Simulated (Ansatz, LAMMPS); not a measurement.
# Site preference of a vacancy of Se in Zn44Se15S29 with crystalline order left by the classical run (88 atoms), part 2 of 3

Aim: make a vacancy of Se at several sites of Zn44Se15S29 with crystalline order left by the classical run (88 atoms), relax each, and compare their energies.

Ansatz 0.2.0; Kohn-Sham DFT, PBE, PAW (set soft_2), plane waves.

The cell: 44 Zn, 15 Se and 29 S. The quench rate of 3 K/ps far exceeds what a furnace or splat quench reaches. The starting topology of bonds comes from the classical model. Only the Γ point is sampled, in a cell whose shortest periodic width is 12 Å.

So far. Step 2 (Single point at the start): The r.m.s. force at the start is 0.32 eV/Å. Step 3 (Relaxation): The relaxation converged after 31 steps, 4.49 eV below its start, with a largest force component of 0.035 eV/Å.

## Step 4: Single point at the relaxed geometry

The electronic structure is read at the final geometry, in a run of its own.

input.yaml reads:

```yaml
crystal:
  lattice:
    - [12.2405, 0.0, 0.0]
    - [0.0, 12.2405, 0.0]
    - [0.0, 0.0, 12.2405]
  atoms:
    - { symbol: Zn, position: [0.94073, 0.88558, 0.84837] }
    - { symbol: Zn, position: [0.21698, 0.86121, 0.92079] }
    - { symbol: Zn, position: [0.73499, 0.92197, 0.62288] }
    - { symbol: Zn, position: [0.86711, 0.05859, 0.1197] }
    - { symbol: Zn, position: [0.56806, 0.12406, 0.16861] }
    - { symbol: Zn, position: [0.31003, 0.2227, 0.6487] }
    [... 76 atom lines left out ...]
    - { symbol: S, position: [0.25289, 0.22722, 0.83204] }
    - { symbol: S, position: [0.65641, 0.45175, 0.13539] }
    - { symbol: S, position: [0.71397, 0.34344, 0.43245] }
    - { symbol: S, position: [0.9101, 0.46209, 0.97512] }
    - { symbol: S, position: [0.1034, 0.97215, 0.80812] }
    - { symbol: S, position: [0.08746, 0.89729, 0.27691] }
kpoints:
  mp_grid: { grid: [1, 1, 1] }
hamiltonian:
  xc: pbe
scf:
  occupations: { method: gaussian, width: 0.025 }
output:
  forces: true
  stress: true
  populations: true
  dos:
    method: { smearing: { sigma: 0.08 } }
    de: 0.1
    projected: { site_lists: { S: [S], Se: [Se], Zn: [Zn] } }
  eigenvalues: true
  write_density: true
  write_potential: true
  volumetric_format: npy
  elf: true
```

The run is started by

```sh
ansatz run input.yaml --threads 4 --pin off --max-ram 8192MiB --backend cpu --events-out ev --progress --plain --runs-dir out
```

Numbers of over 12 decimals in the logs are rounded to 6 here.

What it wrote:

```text
[...]
Crystal: 88 atoms, lattice volume = 1833.992 Å³
Basis set: ecut = 420 eV, 35825 PW (Γ), exchange–correlation on 180×180×180 points (8 copies of the dense FFT grid, shifted against one another)
Bands: 566, of which v1, the nominal top of the filled ones, is band 471 counted from 1 (470 counted from 0)
Symmetry: 1 space group operations
[...]
k-points: 1
[...]
SCF iter   1: F=—  HF=-254291.664459 eV  |F-HF|=—  |Δ(HF+E_count)|=         —  Δρ=1.08e-3  dr2=4.90e-2  ethr=1.77e-3  ⟨swp⟩=6.0  Hψ=2324  notcnv=0  defer=23
[...]
SCF iter  10: F=-254291.658705 eV  HF=-254291.658705 eV  |F-HF|=1.50e-8  |Δ(HF+E_count)|=   1.05e-7  Δρ=7.79e-7  dr2=2.02e-8  ethr=1.06e-11  ⟨swp⟩=15.0  Hψ=4316  notcnv=0
SCF 1 converged in 10 iterations: F = -254291.658705 eV  dr2 = 2.02e-8
[...]
SCF converged after 10 iterations
Free energy (F): -254291.658705 eV
[...]
Internal energy: -254291.658705 eV  (E = F + TS)
E sigma→0 (E₀):  -254291.658705 eV
Fermi energy:    7.012689 eV
[...]
--- Forces (eV/Å), atoms counted from 1 ---
  atom   1  Zn     0.02614752    -0.01536421     0.01652727
  atom   2  Zn     0.00215947     0.00302781     0.00139244
  atom   3  Zn     0.00594816     0.00276093    -0.01669329
  atom   4  Zn    -0.01045853    -0.01193756     0.01844471
  atom   5  Zn     0.00144023     0.01152908     0.01396768
  atom   6  Zn     0.00741243    -0.00148214    -0.00782627
  atom   7  Zn    -0.00435237     0.00122633     0.00134782
  atom   8  Zn    -0.00842269     0.00665605    -0.00933456
  atom   9  Zn     0.00958435     0.01042126    -0.00260872
  atom  10  Zn     0.00163018    -0.01383621     0.00580569
  atom  11  Zn     0.01386089     0.00813845     0.00315483
  atom  12  Zn     0.00512788     0.00171116    -0.00241048
  atom  13  Zn     0.01259210    -0.00244908     0.00109790
  atom  14  Zn    -0.00998370    -0.01285502    -0.00536221
[...]
atom  87  S     -0.01252288    -0.00101406     0.00977408
  atom  88  S      0.00539645     0.00236358    -0.00295000
  max |Σ_I F_I| component: 3.45e-5 eV/Å
--- Stress (GPa, compression-positive) ---
        2.575435       0.189725      -0.673301
        0.189725       2.440528       1.285328
       -0.673301       1.285328       1.479814
  P = ⅓ Tr σ = 2.1653 GPa (21.653 kbar)
--- Band table (eV) ---
[...]
--- Löwdin populations: 88 sites ---
  site symbol       q [e]
     0     Zn     10.7081
     1     Zn     10.7302
     2     Zn     10.7432
[...]
87      S      7.0826
  spilling = 0.009371 (of n_electrons = 942.000000)
```

The job ended after 16 s (4 threads of AMD EPYC 9B45 (Zen 5), shared host; peak memory 3 GiB; 61 s of CPU time).

Numbers from this run:

| Item | Value |
| --- | --- |
| free energy | -254291.6587 eV |
| free energy per atom | -2889.6779 eV/atom |
| SCF cycles | 10 |
| pressure | 2.165 GPa |
| r.m.s. force component | 0.00959 eV/Å |
| longest force | 0.03794 eV/Å |
| Fermi energy | 7.013 eV |
| gap (highest filled to lowest empty level) | 1.152 eV |
| spilling of the projection | 0.009371 |

## Step 5: Vacancy of Se, site Se55

The site has 4 bonded neighbours (Zn4) at 2.44 Å on average, by cutoffs that count no bonds between two metal atoms or like ions. The change is made in the relaxed cell and the atoms are relaxed again.

input.yaml reads:

```yaml
crystal:
  lattice:
    - [12.2405, 0.0, 0.0]
    - [0.0, 12.2405, 0.0]
    - [0.0, 0.0, 12.2405]
  atoms:
    [... atom lines 1 to 51 left out ...]
    - { symbol: Se, position: [0.19179, 0.33694, 0.52838] }
    - { symbol: Se, position: [0.02901, 0.15761, 0.05058] }
    - { symbol: Se, position: [0.32995, 0.02897, 0.59784] }
    - { symbol: Se, position: [0.57552, 0.95032, 0.07014] }
    - { symbol: Se, position: [0.78912, 0.94605, 0.28194] }
    - { symbol: Se, position: [0.18076, 0.601, 0.32306] }
    - { symbol: Se, position: [0.12401, 0.71033, 0.01753] }
    [... atom lines 59 to 87 left out ...]
kpoints:
  mp_grid: { grid: [1, 1, 1] }
hamiltonian:
  xc: pbe
scf:
  occupations: { method: gaussian, width: 0.025 }
output:
  forces: true
  eigenvalues: true
relax:
  f_tol: 0.05
  max_steps: 90
```

What it wrote:

```text
[...]
Crystal: 87 atoms, lattice volume = 1833.992 Å³
Basis set: ecut = 420 eV, 35825 PW (Γ), exchange–correlation on 180×180×180 points (8 copies of the dense FFT grid, shifted against one another)
Bands: 556, of which v1, the nominal top of the filled ones, is band 463 counted from 1 (462 counted from 0)
Symmetry: 1 space group operations
[...]
k-points: 1
[...]
SCF iter   1: F=—  HF=-248819.901722 eV  |F-HF|=—  |Δ(HF+E_count)|=         —  Δρ=1.64e-3  dr2=2.51e-1  ethr=1.77e-3  ⟨swp⟩=6.0  Hψ=2283  notcnv=0  defer=21
[...]
SCF iter   5: F=—  HF=-248819.859570 eV  |F-HF|=—  |Δ(HF+E_count)|=   1.67e-4  Δρ=7.82e-5  dr2=2.65e-4  ethr=1.62e-7  ⟨swp⟩=2.0  Hψ=818  notcnv=0  defer=88
SCF iter   6: F=-248819.859611 eV  HF=-248819.859602 eV  |F-HF|=8.55e-6  |Δ(HF+E_count)|=   3.23e-5  Δρ=3.71e-5  dr2=4.57e-5  ethr=6.75e-9  ⟨swp⟩=10.0  Hψ=3069  notcnv=0
SCF 1 converged in 6 iterations: F = -248819.859611 eV  dr2 = 4.57e-5
[...]
relax step   1: F+E_penalty+E_count = -248819.85961080 eV  Δ(F+E_penalty+E_count) = +0.000e0 eV  max|allowed force component| = 6.633e-1 eV/Å  Δτ_max = 0.0000 Å  (6 SCF iters, dr2 threshold 6.25e-5 eV, accepted)
[...]
relax step   2: F+E_penalty+E_count = -248820.23848473 eV  Δ(F+E_penalty+E_count) = -3.789e-1 eV  max|allowed force component| = 4.847e-1 eV/Å  Δτ_max = 0.1948 Å  (6 SCF iters, dr2 threshold 2.75e-5 eV, accepted)
[...]
relax step   3: F+E_penalty+E_count = -248820.45354297 eV  Δ(F+E_penalty+E_count) = -2.151e-1 eV  max|allowed force component| = 3.115e-1 eV/Å  Δτ_max = 0.1963 Å  (7 SCF iters, dr2 threshold 1.47e-5 eV, accepted)
relax step   4: F+E_penalty+E_count = -248820.62137585 eV  Δ(F+E_penalty+E_count) = -1.678e-1 eV  max|allowed force component| = 3.651e-1 eV/Å  Δτ_max = 0.1949 Å  (6 SCF iters, dr2 threshold 4.01e-5 eV, accepted)
relax step   5: F+E_penalty+E_count = -248820.76927393 eV  Δ(F+E_penalty+E_count) = -1.479e-1 eV  max|allowed force component| = 3.610e-1 eV/Å  Δτ_max = 0.1977 Å  (6 SCF iters, dr2 threshold 5.51e-5 eV, accepted)
relax step   6: F+E_penalty+E_count = -248820.92075211 eV  Δ(F+E_penalty+E_count) = -1.515e-1 eV  max|allowed force component| = 2.931e-1 eV/Å  Δτ_max = 0.1952 Å  (6 SCF iters, dr2 threshold 1.00e-4 eV, accepted)
relax step   7: F+E_penalty+E_count = -248821.09216570 eV  Δ(F+E_penalty+E_count) = -1.714e-1 eV  max|allowed force component| = 4.399e-1 eV/Å  Δτ_max = 0.1957 Å  (6 SCF iters, dr2 threshold 5.67e-5 eV, accepted)
relax step   8: F+E_penalty+E_count = -248821.25591819 eV  Δ(F+E_penalty+E_count) = -1.638e-1 eV  max|allowed force component| = 4.448e-1 eV/Å  Δτ_max = 0.1951 Å  (5 SCF iters, dr2 threshold 1.00e-4 eV, accepted)
relax step   9: F+E_penalty+E_count = -248821.39172384 eV  Δ(F+E_penalty+E_count) = -1.358e-1 eV  max|allowed force component| = 2.301e-1 eV/Å  Δτ_max = 0.1963 Å  (6 SCF iters, dr2 threshold 1.00e-4 eV, accepted)
relax step  10: F+E_penalty+E_count = -248821.48495661 eV  Δ(F+E_penalty+E_count) = -9.323e-2 eV  max|allowed force component| = 1.839e-1 eV/Å  Δτ_max = 0.1983 Å  (7 SCF iters, dr2 threshold 1.42e-5 eV, accepted)
relax step  11: F+E_penalty+E_count = -248821.46719911 eV  Δ(F+E_penalty+E_count) = +1.776e-2 eV  max|allowed force component| = 3.560e-1 eV/Å  Δτ_max = 0.2000 Å  (8 SCF iters, dr2 threshold 9.05e-6 eV, rejected (line search))
relax step  12: F+E_penalty+E_count = -248821.53515943 eV  Δ(F+E_penalty+E_count) = -5.020e-2 eV  max|allowed force component| = 7.464e-2 eV/Å  Δτ_max = 0.0971 Å  (10 SCF iters, accepted)
relax step  13: F+E_penalty+E_count = -248821.54838441 eV  Δ(F+E_penalty+E_count) = -1.322e-2 eV  max|allowed force component| = 3.711e-2 eV/Å  Δτ_max = 0.1000 Å  (9 SCF iters, accepted)
[...]
relax step  14: F+E_penalty+E_count = -248821.55193218 eV  Δ(F+E_penalty+E_count) = -3.548e-3 eV  max|allowed force component| = 4.032e-2 eV/Å  Δτ_max = 0.0721 Å  (9 SCF iters, accepted)
SCF converged after 9 iterations
Free energy (F): -248821.551932 eV
[...]
Internal energy: -248821.551932 eV  (E = F + TS)
E sigma→0 (E₀):  -248821.551932 eV
Fermi energy:    6.878358 eV
[...]
Σ components = -248821.551932   (vs F -248821.551932, Δ=0.00e0)
--- Forces (eV/Å), atoms counted from 1 ---
  atom   1  Zn     0.00865299     0.00785096    -0.01332523
  atom   2  Zn     0.00706038    -0.00517858     0.00102383
  atom   3  Zn    -0.00282799     0.00525022    -0.01109218
  atom   4  Zn     0.00524112    -0.00545915    -0.00368675
[...]
atom  87  S     -0.01164066     0.00574210     0.00192102
  max |Σ_I F_I| component: 1.65e-5 eV/Å
--- Band table (eV) ---
[...]
--- Relaxed structure (14 steps of the walk, 13 accepted, 0 SCFs on fresh bases) ---
  F+E_penalty+E_count = -248821.55193218 eV   max|allowed force component| = 4.032e-2 eV/Å
  atoms:
    - { symbol: Zn, position: [0.931480, 0.892683, 0.843168] }
    - { symbol: Zn, position: [0.214892, 0.860391, 0.916781] }
    - { symbol: Zn, position: [0.737470, 0.941841, 0.606991] }
    - { symbol: Zn, position: [0.866349, 0.060913, 0.124947] }
[...]
- { symbol: S, position: [0.089426, 0.896187, 0.272882] }
```

It took 2.4 min on 4 threads; peak memory 3 GiB; 9 min of CPU time.

The relaxation converged after 14 steps, 1.69 eV below its start, with a largest force component of 0.040 eV/Å.

The surroundings of the place of the removed atom, after relaxation: 13 atoms, nearest first, with positions taken from that point. Atoms keep their numbers of the cell before the removal, where the removed atom was number 55.

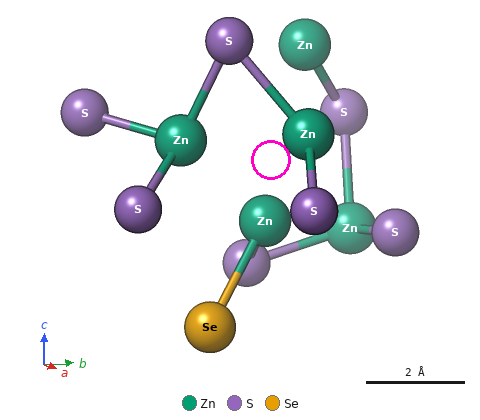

The atoms of the table, within 4.0 Å (arrows a, b, c point along x, y, z); some may hide others. A ring marks the centre wherever it is empty.

| atom | x | y | z | distance (Å) | bonds |
| --- | --- | --- | --- | --- | --- |
| Zn15 | 0.09 | -0.15 | -1.23 | 1.25 | 3 |
| Zn8 | 1.83 | 0.25 | 0.74 | 1.99 | 3 |
| Zn3 | 0.39 | -2.04 | 0.53 | 2.14 | 3 |
| S85 | 0.21 | 2.60 | -1.56 | 3.04 | 4 |
| Zn9 | -1.77 | 1.27 | 2.13 | 3.05 | 3 |
| S65 | -2.02 | 0.10 | -2.36 | 3.11 | 4 |
| S74 | 1.12 | -1.22 | 2.64 | 3.12 | 4 |
| Zn10 | -2.09 | 2.34 | -1.73 | 3.58 | 4 |
| S69 | -2.82 | 2.42 | 0.57 | 3.76 | 4 |
| Se57 | 1.01 | -1.60 | -3.27 | 3.78 | 4 |
| S61 | 3.79 | -0.22 | -0.60 | 3.84 | 4 |
| S80 | -1.31 | -3.58 | 0.96 | 3.93 | 4 |
| S60 | 1.90 | -3.41 | -0.67 | 3.96 | 4 |

The column of bonds counts only the pairs Zn-S within 3.02 Å, Zn-Se within 2.98 Å; other neighbours, such as metal atoms beside each other in a compound, aren't counted, and periodic images can show an atom twice.

The largest move is 1.21 Å, by Zn15.

## Step 6: Vacancy of Se, site Se46

The site has 4 bonded neighbours (Zn4) at 2.46 Å on average. 

Input and log are left out; they have the form of those shown for this kind of step.

Run time: 1.7 min. Hardware: 4 threads of AMD EPYC 9B45 (Zen 5), shared host; peak memory 3 GiB; 6.4 min of CPU time.

The relaxation converged after 10 steps, 0.771 eV below its start, with a largest force component of 0.049 eV/Å.

## Step 7: Vacancy of Se, site Se51

The site has 4 bonded neighbours (Zn4) at 2.46 Å on average. 

Input and log are left out; they have the form of those shown for this kind of step.

Wall time 2.2 min (4 threads of AMD EPYC 9B45 (Zen 5), shared host); peak memory 3 GiB; 8.5 min of CPU time.

The relaxation converged after 13 steps, 0.922 eV below its start, with a largest force component of 0.026 eV/Å.

The surroundings of the place of the removed atom, after relaxation: 11 atoms, nearest first, with positions taken from that point. Atoms keep their numbers of the cell before the removal, where the removed atom was number 51.

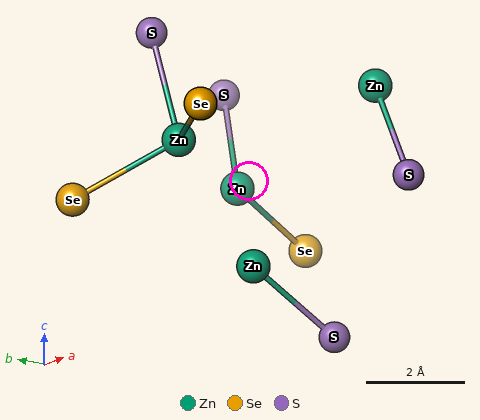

The atoms of the table, within 3.8 Å (arrows a, b, c point along x, y, z); some may hide others. A ring marks the centre wherever it is empty.

| atom | x | y | z | distance (Å) | bonds |
| --- | --- | --- | --- | --- | --- |
| Zn23 | 0.86 | 0.91 | -0.46 | 1.33 | 2 |
| Zn12 | -1.34 | 0.81 | 1.02 | 1.87 | 3 |
| Zn29 | -1.16 | -0.95 | -1.44 | 2.08 | 3 |
| Zn33 | 1.78 | -1.91 | 1.93 | 3.25 | 3 |
| Se50 | 2.69 | 0.51 | -2.08 | 3.44 | 4 |
| S80 | 2.35 | 2.32 | 1.01 | 3.46 | 4 |
| S69 | 0.92 | -3.37 | 0.43 | 3.52 | 4 |
| S72 | -0.53 | 2.08 | 2.94 | 3.64 | 4 |
| S82 | 0.20 | -2.01 | -3.05 | 3.66 | 4 |
| Se46 | -2.84 | -0.82 | 2.32 | 3.76 | 4 |
| Se48 | -2.96 | 2.33 | -0.14 | 3.77 | 4 |

The column of bonds counts only the pairs Zn-S within 2.88 Å, Zn-Se within 3.08 Å; other neighbours, such as metal atoms beside each other in a compound, aren't counted, and periodic images can show an atom twice.

The largest move is 1.18 Å, by Zn23.

## Step 8: Vacancy of Se, site Se54

The site has 4 bonded neighbours (Zn4) at 2.49 Å on average. 

input.yaml, the sections that differ from step 5:

```yaml
crystal:
  lattice:
    - [12.2405, 0.0, 0.0]
    - [0.0, 12.2405, 0.0]
    - [0.0, 0.0, 12.2405]
  atoms:
    [... atom lines 1 to 50 left out ...]
    - { symbol: Se, position: [0.39986, 0.59351, 0.57721] }
    - { symbol: Se, position: [0.19179, 0.33694, 0.52838] }
    - { symbol: Se, position: [0.02901, 0.15761, 0.05058] }
    - { symbol: Se, position: [0.70595, 0.10839, 0.56383] }
    - { symbol: Se, position: [0.57552, 0.95032, 0.07014] }
    - { symbol: Se, position: [0.78912, 0.94605, 0.28194] }
    - { symbol: Se, position: [0.18076, 0.601, 0.32306] }
    [... atom lines 58 to 87 left out ...]
# kpoints, hamiltonian, scf, output, relax: as in step 5
```

What it wrote:

```text
[...]
Crystal: 87 atoms, lattice volume = 1833.992 Å³
Basis set: ecut = 420 eV, 35825 PW (Γ), exchange–correlation on 180×180×180 points (8 copies of the dense FFT grid, shifted against one another)
Bands: 556, of which v1, the nominal top of the filled ones, is band 463 counted from 1 (462 counted from 0)
Symmetry: 1 space group operations
[...]
k-points: 1
[...]
SCF iter   1: F=—  HF=-248819.498718 eV  |F-HF|=—  |Δ(HF+E_count)|=         —  Δρ=1.50e-3  dr2=2.02e-1  ethr=1.77e-3  ⟨swp⟩=6.0  Hψ=2283  notcnv=0  defer=20
[...]
SCF iter   5: F=—  HF=-248819.463265 eV  |F-HF|=—  |Δ(HF+E_count)|=   5.56e-5  Δρ=6.95e-5  dr2=2.44e-4  ethr=1.70e-7  ⟨swp⟩=2.0  Hψ=930  notcnv=0  defer=89
SCF iter   6: F=-248819.463293 eV  HF=-248819.463274 eV  |F-HF|=1.94e-5  |Δ(HF+E_count)|=   8.46e-6  Δρ=3.88e-5  dr2=5.33e-5  ethr=6.75e-9  ⟨swp⟩=10.0  Hψ=2895  notcnv=0
SCF 1 converged in 6 iterations: F = -248819.463293 eV  dr2 = 5.33e-5
[...]
relax step   1: F+E_penalty+E_count = -248819.46329298 eV  Δ(F+E_penalty+E_count) = +0.000e0 eV  max|allowed force component| = 5.798e-1 eV/Å  Δτ_max = 0.0000 Å  (6 SCF iters, dr2 threshold 6.25e-5 eV, accepted)
[...]
relax step   2: F+E_penalty+E_count = -248819.84122876 eV  Δ(F+E_penalty+E_count) = -3.779e-1 eV  max|allowed force component| = 4.275e-1 eV/Å  Δτ_max = 0.1947 Å  (7 SCF iters, dr2 threshold 2.10e-5 eV, accepted)
[...]
relax step   3: F+E_penalty+E_count = -248820.20061723 eV  Δ(F+E_penalty+E_count) = -3.594e-1 eV  max|allowed force component| = 4.449e-1 eV/Å  Δτ_max = 0.1938 Å  (8 SCF iters, dr2 threshold 1.14e-5 eV, accepted)
relax step   4: F+E_penalty+E_count = -248820.51991478 eV  Δ(F+E_penalty+E_count) = -3.193e-1 eV  max|allowed force component| = 2.663e-1 eV/Å  Δτ_max = 0.1980 Å  (6 SCF iters, dr2 threshold 1.00e-4 eV, accepted)
relax step   5: F+E_penalty+E_count = -248820.63079940 eV  Δ(F+E_penalty+E_count) = -1.109e-1 eV  max|allowed force component| = 8.833e-2 eV/Å  Δτ_max = 0.1973 Å  (6 SCF iters, dr2 threshold 2.54e-5 eV, accepted)
relax step   6: F+E_penalty+E_count = -248820.65054310 eV  Δ(F+E_penalty+E_count) = -1.974e-2 eV  max|allowed force component| = 1.077e-1 eV/Å  Δτ_max = 0.1116 Å  (9 SCF iters, accepted)
relax step   7: F+E_penalty+E_count = -248820.65548510 eV  Δ(F+E_penalty+E_count) = -4.942e-3 eV  max|allowed force component| = 9.099e-2 eV/Å  Δτ_max = 0.0268 Å  (8 SCF iters, accepted)
relax step   8: F+E_penalty+E_count = -248820.59112849 eV  Δ(F+E_penalty+E_count) = +6.436e-2 eV  max|allowed force component| = 2.173e-1 eV/Å  Δτ_max = 0.1376 Å  (7 SCF iters, dr2 threshold 5.91e-6 eV, rejected (line search))
[...]
relax step   9: F+E_penalty+E_count = -248820.65968078 eV  Δ(F+E_penalty+E_count) = -4.196e-3 eV  max|allowed force component| = 3.026e-2 eV/Å  Δτ_max = 0.0245 Å  (10 SCF iters, accepted)
SCF converged after 10 iterations
Free energy (F): -248820.659681 eV
[...]
Internal energy: -248820.659681 eV  (E = F + TS)
E sigma→0 (E₀):  -248820.659681 eV
Fermi energy:    6.945413 eV
[...]
Σ components = -248820.659681   (vs F -248820.659681, Δ=0.00e0)
--- Forces (eV/Å), atoms counted from 1 ---
  atom   1  Zn    -0.00599146     0.00264955     0.00470564
  atom   2  Zn     0.00172884     0.00165815    -0.00092398
  atom   3  Zn    -0.00051858    -0.00414149    -0.00124560
  atom   4  Zn    -0.00370128     0.00322070    -0.00164211
[...]
atom  87  S      0.00442985    -0.00110841     0.00116310
  max |Σ_I F_I| component: 1.39e-5 eV/Å
--- Band table (eV) ---
[...]
--- Relaxed structure (9 steps of the walk, 8 accepted, 0 SCFs on fresh bases) ---
  F+E_penalty+E_count = -248820.65968078 eV   max|allowed force component| = 3.026e-2 eV/Å
  atoms:
    - { symbol: Zn, position: [0.946503, 0.890415, 0.844569] }
    - { symbol: Zn, position: [0.215342, 0.864264, 0.920748] }
    - { symbol: Zn, position: [0.742272, 0.920048, 0.624008] }
    - { symbol: Zn, position: [0.863363, 0.061372, 0.119517] }
[...]
- { symbol: S, position: [0.087605, 0.897372, 0.275902] }
```

Run time: 97 s. Hardware: 4 threads; peak memory 3 GiB.

The relaxation converged after 9 steps, 1.20 eV below its start, with a largest force component of 0.030 eV/Å.

(Part 2 of 3 ends here.)

[Logs are printed without paths, hosts, clocks, repeated set-up lines and the standing remarks that a program may print on its own settings, such as how far it seeks lower states.]

[Hosts, paths, dates, database ids (printed as entryN), source tags and the programs' standing remarks are cut or masked in the printed files.]
